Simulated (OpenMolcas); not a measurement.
**HF/6-31G(d) (Cartesian functions) run of CH6B2O (SMILES BB(C)O)**

Wanted: an optimisation with harmonic vibrations of CH6B2O. 

The results are computed with OpenMolcas 26.06.

1 further run of the same task is left out (set aside as unsound or not needed).

**1. The system as given**

CH6B2O: 10 atoms, total charge 0, spin state singlet. As SMILES, `BB(C)O`. The coordinates come from a PBE0-D4/def2-TZVP relaxation. This is one conformer, not always the lowest. The run starts from this shape.

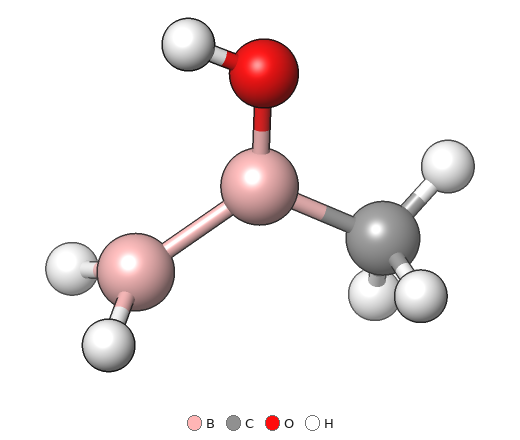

Viewed from a chosen angle; boron pink, carbon grey, oxygen red, hydrogen white.

**2. An optimisation with harmonic vibrations at HF/6-31G(d) (Cartesian functions)**

Contents of run.input:

```
&GATEWAY
BASLIB = $CurrDir
COORD
10
angstrom
B       -1.157400       0.826800      -0.622100
B        0.289400       0.045900      -0.271000
C        0.377300      -0.834700       1.032200
O        1.432600       0.117800      -1.017900
H       -2.010400       0.312100      -1.292200
H       -1.440400       1.898900      -0.162200
H       -0.546500      -1.371000       1.265900
H        1.200400      -1.552500       0.975700
H        0.572700      -0.174500       1.886700
H        1.365300       0.679800      -1.792300
BASIS = 6-31Gs
GROUP = NoSym
>>> EXPORT MOLCAS_MAXITER=50
>>> Do While
&SEWARD
&SCF
PRORBITALS = 0
&SLAPAF
>>> EndDo
>>> COPY $Project.Opt.xyz $CurrDir/final.xyz
>>> COPY $Project.slapaf.h5 $CurrDir/final.slapaf.h5
&MCKINLEY
&MCLR
THERMOCHEMISTRY
1
1.0
298.15
End of PT
```

The basis set 6-31G* is read from a file made from the Basis Set Exchange's data (not shown).

Command:

```console
export MOLCAS_MEM=1860
pymolcas run.input > run.log
```

Standard output:

```text
--- Start Module: gateway ---
[...]
--- Stop Module: gateway /rc=_RC_ALL_IS_WELL_ ---
[...]
      Basis functions           72
[...]
       Convergence after  11 Iterations
[...]
::    Total SCF energy                               -165.6059347482
[...]
 *              Molecular gradients               *
 **************************************************
  Irreducible representation: a
 ------------------------------------------------------------------------------------------
                              X                       Y                       Z
 ------------------------------------------------------------------------------------------
  B1                1.32259164325172E-02   -7.40730676941714E-03    3.51337236258964E-03
  B2               -1.26030037201361E-02    2.56536056456541E-03    4.68783933574701E-03
  C3               -2.34341795799481E-03    5.63478055918321E-03   -9.24046553612889E-03
  O4                5.05231549548668E-03   -9.46234881875541E-03    1.04624625380776E-02
  H5               -1.91388774011614E-03   -1.30044544274621E-03   -1.32403731459951E-03
  H6               -6.33386643900113E-04    2.29229163140809E-03    1.21970511250313E-03
  H7               -3.70242375962571E-03   -1.39252112654775E-03    8.30051850822522E-04
  H8                4.29643929201440E-03   -2.89735018945203E-03   -1.25386569494604E-03
[...]
 Geometry is converged in   9 iterations to a Minimum Structure
*****************************************************************************************************************
*****************************************************************************************************************
++ Geometry section
********************************************************************************
  Geometrical information of the final structure
********************************************************************************
  NOTE: on convergence the final predicted structure will be printed here.
  This is not identical to the structure printed in the head of the output.
 *********************************************************
[...]
       Convergence after   5 Iterations
[...]
::    Total SCF energy                               -165.6068835561
[...]
      Total spin, S                                     0.0000000000
[...]
      Total electronic charge=   30.000000
      Total            charge=   -0.000000
[...]
      Dipole Moment (debye):
      Origin of the operator (angstrom)=    0.2980    0.0240   -0.2264
                   X= -4.0034E-01               Y=  8.1940E-01               Z= -8.8375E-01           Total=  1.2699E+00
      Quadrupole Moment (debye*angstrom):
[...]
--- Start Module: mclr ---
[...]
     Frequency:        i4.19     i2.37     i0.83      0.03      0.03      0.04
[...]
     Frequency:        45.43    204.50    225.92    355.07    391.78    593.05
[...]
--- Stop Module: mclr /rc=_RC_ALL_IS_WELL_ ---
[...]
--- Start Module: mclr ---
[...]
        Frequency:         3171.71 cm-1
      ---------------------------------
[...]
        Frequency:         3223.94 cm-1
      ---------------------------------
[...]
        Frequency:         3259.34 cm-1
      ---------------------------------
[...]
        Frequency:         4131.62 cm-1
      ---------------------------------
[...]
--- Stop Module: mclr /rc=_RC_ALL_IS_WELL_ ---
[...]
```

Wall time 45 s (1 thread of Intel Xeon 6975P-C (Granite Rapids), shared host); peak memory 0.42 GiB.

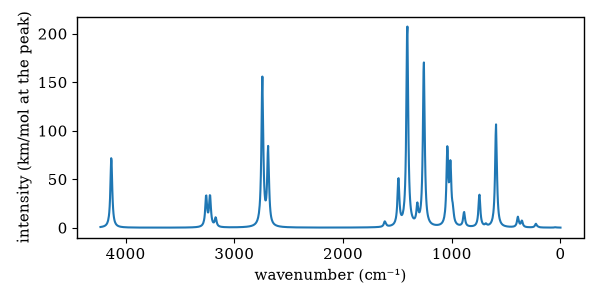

Harmonic infrared spectrum, unscaled, lines broadened by 10 cm⁻¹.

**3. Summary of results**

Level: HF/6-31G* (Cartesian functions).

| quantity | value |
| --- | --- |
| total energy | -165.60688 Eh |
| dipole moment | 1.27 D |
| HOMO energy | -10.78 eV |
| LUMO energy | 2.34 eV |
| HOMO–LUMO gap | 13.12 eV |
| lowest harmonic wavenumber | 45 cm⁻¹ |
| highest harmonic wavenumber | 4132 cm⁻¹ |
| zero-point energy | 209.9 kJ/mol |
| ideal-gas entropy at 298.15 K and 1 atm (symmetry number 1 as used) | 75.3 cal/(mol K) |

What this shows: At the final geometry: Bond lengths: B1–B2 1.718 Å, B2–C3 1.590 Å, B2–O4 1.362 Å, B1–H5 1.195 Å, B1–H6 1.195 Å, C3–H7 1.088 Å, C3–H8 1.086 Å, C3–H9 1.091 Å, O4–H10 0.946 Å. Some angles: B1–B2–C3 120.2°, B1–B2–O4 123.9°, C3–B2–O4 115.8°, B2–B1–H5 122.0°, B2–B1–H6 122.4°, B2–C3–H7 113.5°, B2–C3–H8 111.7°, B2–C3–H9 109.1°, B2–O4–H10 115.2°, H5–B1–H6 115.6°. All 24 modes are real, so the shape is a minimum at this level.
